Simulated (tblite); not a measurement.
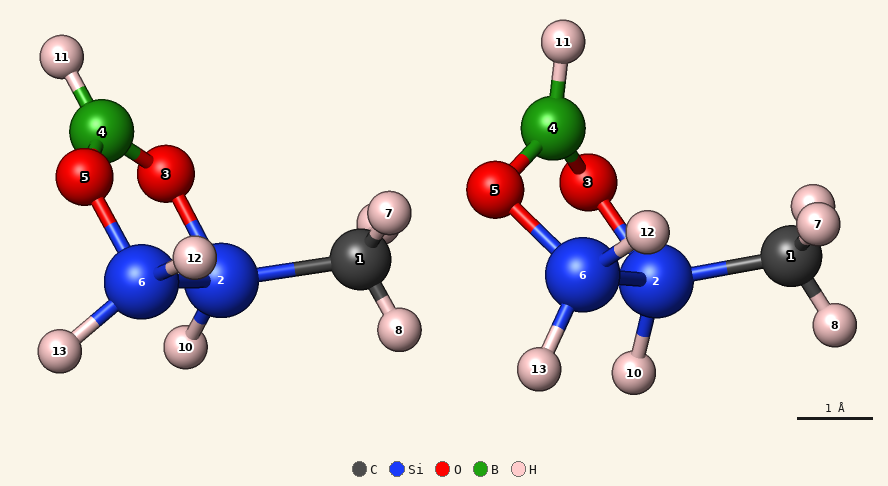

Two geometries of CH7BO2Si2, drawn at one scale. One is the start of a relaxation, the other its converged end. Style: ball-and-stick. Shown at a tilt.

Theory: tblite, GFN2-xTB geometry optimisation, gas phase. 

Question: Which of the two is the end point?

Answer: The left one is the relaxed one. The atom that moves furthest after the best rigid fit is an H atom (0.92 Å). Largest moves by element: H 0.92 Å, O 0.55 Å, C 0.21 Å, Si 0.17 Å, B 0.11 Å. Near-neighbour distances that change, for instance: B–O 1.471 → 1.348 Å, O–Si 1.726 → 1.655 Å, Si–Si 2.262 → 2.324 Å, C–Si 1.852 → 1.900 Å. Among the angles between lasting bonds that change: B–O–Si 101.9° → 120.9°, Si–O–B 106.6° → 120.6°, O–Si–H 112.7° → 102.6°. Groups turn about B–O by about 60°, B–O by about 55°, O–Si by about 35°. Over 86 geometry steps the energy falls by 36.5 kcal/mol.
